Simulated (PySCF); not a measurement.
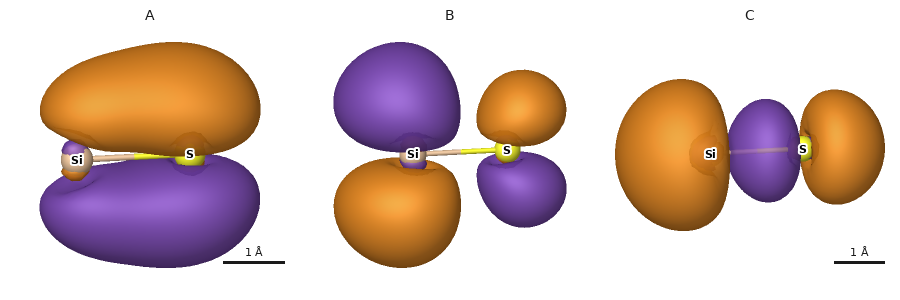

SiS. Three frontier orbitals, each drawn at the value that holds 80 % of its norm (orange and purple are the two phases), in no order; of a degenerate pair one member is drawn.

The calculation used PySCF, PBE0/def2-TZVP, non-relativistic Hamiltonian with scalar-relativistic core potentials where named, at a bond length of 1.935 Å.

### Name the orbitals and rank them from lowest to highest energy.

Orbital A: π, occupied, −8.23 eV; mainly on S (70 %).
Orbital C: σ, occupied, −8.04 eV; shared between the atoms (Si 60 %, S 40 %).
Orbital B: π, empty, −2.34 eV; mainly on Si (75 %).
